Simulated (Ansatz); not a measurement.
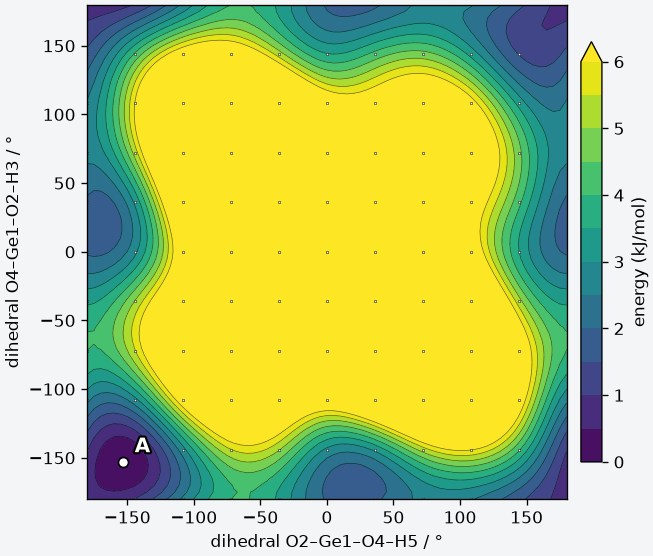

Ge(OH)2Cl2. The first coordinate is: dihedral O2–Ge1–O4–H5; the second: dihedral O4–Ge1–O2–H3. Nothing is relaxed (all other coordinates rigid). The scan uses a 10 × 10 grid; 55 points were computed and 45 follow by symmetry. Points are written as (first, second). All energies are given in kJ/mol relative to the relaxed molecule at the same level. These are results of RKS PBE0-D4/def2-SVP in Ansatz, not measurements.

Drawn: filled contours, dots at the grid points, one colour for all values above the top of the scale, the well A. Between grid points the surface is interpolated.

Where is the minimum, and how stiff is the well along each coordinate? Take the well at A.

The interpolated minimum is at dihedral O2–Ge1–O4–H5 ≈ −153°, dihedral O4–Ge1–O2–H3 ≈ −153°. The curvatures there are about 0.087 eV/rad² and 0.087 eV/rad², with a cross term of about 0 eV/rad². Round the minimum the contours are nearly round: the two directions are equally stiff and uncoupled. (1 eV is 96.5 kJ/mol.)
